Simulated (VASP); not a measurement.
Shape and ions are relaxed at each volume.

Energy against volume of MnF₂ (rutile). Method: rev-vdW-DF2, VASP's PBE PAW potentials (set 64) (plane waves; VASP 6.6.1).

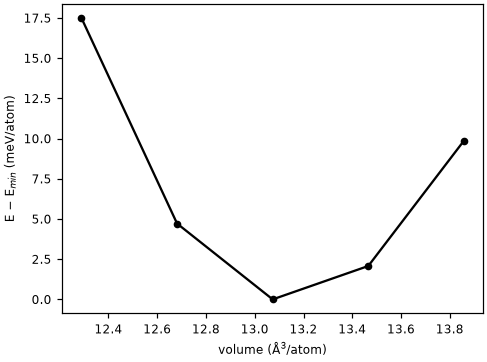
*Energy against volume*

### Question
Estimate the equilibrium volume and the bulk modulus.

### Answer
The minimum lies near 13.1 Å³/atom, and the curvature gives B0 of about 90 GPa.

The compound is MnF2 in the rutile structure. It was relaxed first.
